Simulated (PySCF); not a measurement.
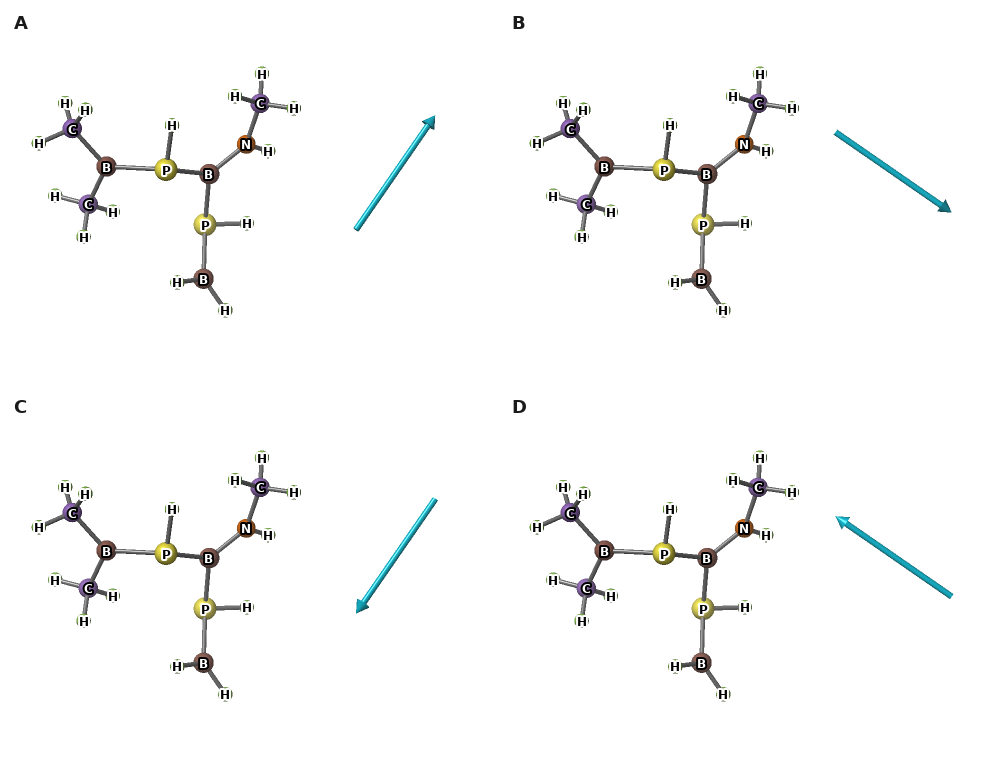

The same molecule four times, each with an arrow. Computed geometry: GFN2-xTB optimisation. No frequency run is at hand to confirm it as a minimum. Method: PBE0/pcSseg-1, gas phase (PySCF 2.14.0).

Question: Which arrow points along the dipole moment, from the negative to the positive end?

Answer: A. The dipole moment is 3.39 D.

The geometry is semi-empirical. Around B, P such bond lengths and angles can be off by a tenth of an ångström or more and by several degrees, and values that hang on the shape move with them.
